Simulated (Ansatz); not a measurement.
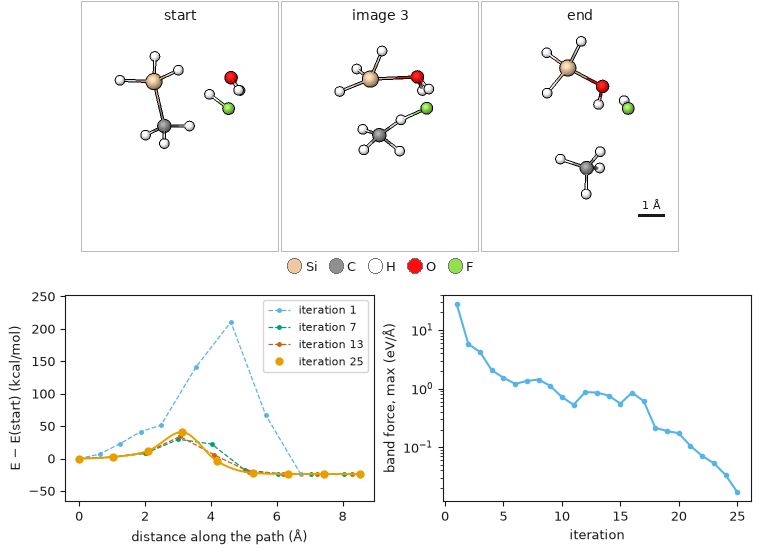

A search for the minimum-energy path of CH9FOSi by the nudged elastic band. Images are numbered from 0 (start) to 8 (end). The plot follows the band through its iterations. The picture is a ball-and-stick view, seen from a free direction.

Computed with RKS B3LYP-D4/def2-SVP in Ansatz. Set-up: 7 movable images; climbing image; force threshold 0.03 eV/Å; iteration limit 60; starting path through a guess of the saddle point.

How did the profile develop, and is the result final?

Answer. The result is final at these settings. The band converged in 25 iterations. The largest component of the band force went from 28 to 0.017 eV/Å. The climbing image converged on the top of the path. Its vibrational analysis gives one imaginary mode (1083i cm⁻¹), as a transition state must have. The first iteration put the highest image at 210.6 kcal/mol. Forward barrier 40.8 kcal/mol, backward barrier 64.8 kcal/mol, with image 3 at the top; the reaction energy is −24.0 kcal/mol.
